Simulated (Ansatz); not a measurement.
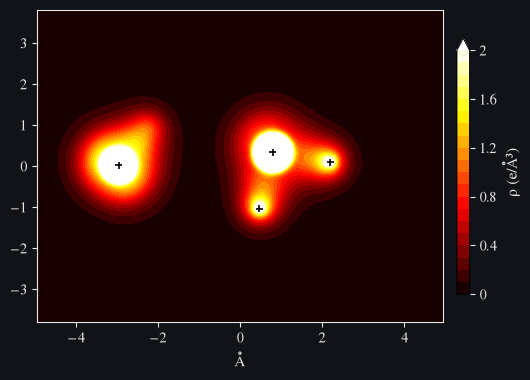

The electron density on a plane through atoms (crosses mark nuclei in the plane).

Theory: Ansatz 0.2.0, RKS PBE0-D4/def2-TZVPP.

Candidates:
A. CH8GeSi
B. GeH5P···H2S
C. ClH3Si···NH3···H2O

Which system is this?

Answer. Candidate B: GeH5P···H2S on the plane of atoms H9, P7 and H10, which holds S, P and H. P–H (1.42 Å): the density is about 1.1 e/Å³ at the midpoint.
